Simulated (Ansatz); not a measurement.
In doubt: masses and optical values from hybrid runs of this build are listed as unsure (in some of the runs), which bears on the screening that GW takes from such a start.

The crystal is SiC (P6_3mc).

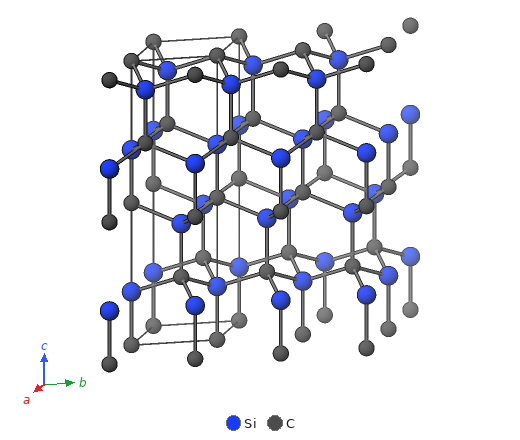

The structure (silicon blue, carbon dark grey). Bonds to atoms that aren't drawn are left out. 2×3×1 cells are drawn. Some periodic images of atoms are drawn too.

```xyz
8
Lattice="3.0757 0.0000 0.0000 -1.5378 2.6636 0.0000 0.0000 0.0000 10.0706" Properties=species:S:1:pos:R:3 pbc="T T T"
Si    1.5378    0.8879    9.4447
Si    0.0000    1.7758    4.4094
Si    0.0000    0.0000    6.9275
Si    0.0000    0.0000    1.8922
C     1.5378    0.8879    7.5510
C     0.0000    1.7758    2.5157
C     0.0000    0.0000    5.0400
C     0.0000    0.0000    0.0046
```

The cell and positions are those that the Materials Project relaxed with its own functionals (PBE, PBE+U or r2SCAN), kept fixed.

Gaps computed with Ansatz 0.2.0 without a self-energy: HSE06 3.14 eV.

Q: Estimate the G0W0@HSE06 gap with 9×9×2 mesh, 490 empty bands, screening to 190 eV, hard PAW files.

About 3.65 eV: on its mesh the run moves the gap from 3.26 eV by +0.39 eV. Bands and cutoff are finite, so the gap is not at the basis limit. The miss can reach some tenths of an eV and take either sign; the mesh is an error of its own.

[Paths, hosts, dates, memory and timing lines, banners, echoed tables and standing remarks are left out of the program output.]

[Logs are printed without paths, hosts, clocks, repeated set-up lines and the standing remarks that a program may print on its own settings, such as how far it seeks lower states.]

[Runs of the session that timed out or met a known fault of the program may be left out.]

[Cells called generated may have been cut or substituted from an entry of the Crystallography Open Database or the Materials Project.]

[Hosts, paths, dates, database ids (printed as entryN), source tags and the programs' standing remarks are cut or masked in the printed files.]
